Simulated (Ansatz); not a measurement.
# Pressure series in BN

The parent structure is BN (space group P4_2/mnm, No. 136; a model cell, its experimental status unchecked).

```yaml
crystal:
  lattice:
    - [4.39877, 0.00000, 0.00000]
    - [0.00000, 4.39877, 0.00000]
    - [0.00000, 0.00000, 2.53844]
  atoms:
    - { symbol: B, position: [0.82589, 0.17411, 0.50000] }
    - { symbol: B, position: [0.17411, 0.82589, 0.50000] }
    - { symbol: B, position: [0.32589, 0.32589, 0.00000] }
    - { symbol: B, position: [0.67411, 0.67411, 0.00000] }
    - { symbol: N, position: [0.81241, 0.81241, 0.50000] }
    - { symbol: N, position: [0.18759, 0.18759, 0.50000] }
    - { symbol: N, position: [0.68759, 0.31241, 0.00000] }
    - { symbol: N, position: [0.31241, 0.68759, 0.00000] }
```

Cell and atoms are relaxed at each pressure.

Method: Kohn–Sham DFT with the PBEsol functional, run in Ansatz (a first-principles code) with PAW and 420 eV plane waves, no SOC.

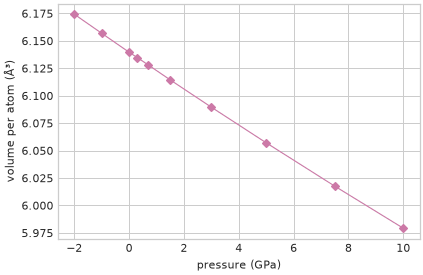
*Volume per atom against pressure*

| pressure (GPa) | volume per atom |
|---|---|
| -2 | 6.17 Å³ |
| -1 | 6.16 Å³ |
| 0.3 | 6.13 Å³ |
| 0.7 | 6.13 Å³ |
| 1.5 | 6.11 Å³ |
| 3 | 6.09 Å³ |
| 5 | 6.06 Å³ |
| 7.5 | 6.02 Å³ |
| 10 | 5.98 Å³ |

Load acts through the strain it causes; cell and atoms are relaxed under it. Whether these cells are dynamically stable was not tested. No other phases were tried under pressure.
